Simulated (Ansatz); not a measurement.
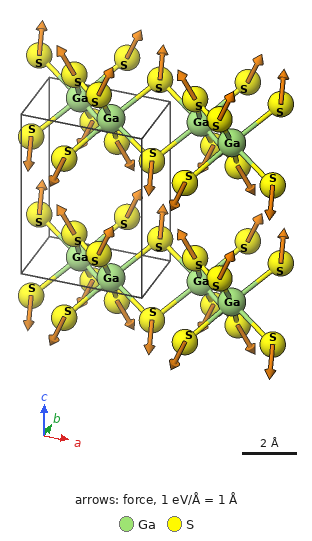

Starting geometry of solid GaS₃ (a generated structure, set up in P-31m) (coarse preliminary run) with the computed forces as orange arrows. A ball-and-stick model of the cell of the calculation, repeated 2 × 1 × 1 with one cell outlined, seen slightly off an axis.

The calculation used DFT PBE, scalar-relativistic, plane waves, PAW (Ansatz 0.2.0). Set-up: plane-wave cutoff 420 eV; k-point mesh 3 × 3 × 4; occupations gaussian; smearing width 0.1 eV; no spin polarisation; cell and atoms relaxed; force threshold 0.04 eV/Å; at most 70 steps.

Question: What follows when this structure is relaxed?

Answer: It isn't relaxed: the largest force vector, on S atoms, is 1.39 eV/Å. The final displacements follow the starting forces only in part (cosine between the two patterns 0.37). The energy falls by 273 meV per atom in 9 accepted moves (11 points after the start). Largest force component: 1.2 eV/Å at the start, 0.0048 eV/Å at the end. Pressure: 3.50 GPa at the start and 0.05 GPa at the end. At 2 points the geometry stayed and the basis and grid were re-selected for the new cell (energy shift of 1.3 meV per atom at most each time). The largest moves relative to the cell, 0.29 Å, are those of S atoms. Ga stays in place. The volume changes by −3.3 %, with a = b 5.904 → 5.211 Å (−11.7 %), c 6.107 → 7.579 Å (+24.1 %). Some distances before and after: S–S 3.650 → 2.730 Å, Ga–S 2.336 → 2.453 Å. Bond angles that change, for instance: Ga–S–Ga 93.7° → 75.7°, S–Ga–S 86.3° → 104.3°, S–Ga–S 89.7° → 80.1°. The space group stays P-31m (No. 162). Cost: 29 s on 1 thread of Intel(R) Xeon(R) 6975P-C (Granite Rapids), with other jobs on the host, peak memory 0.47 GiB.
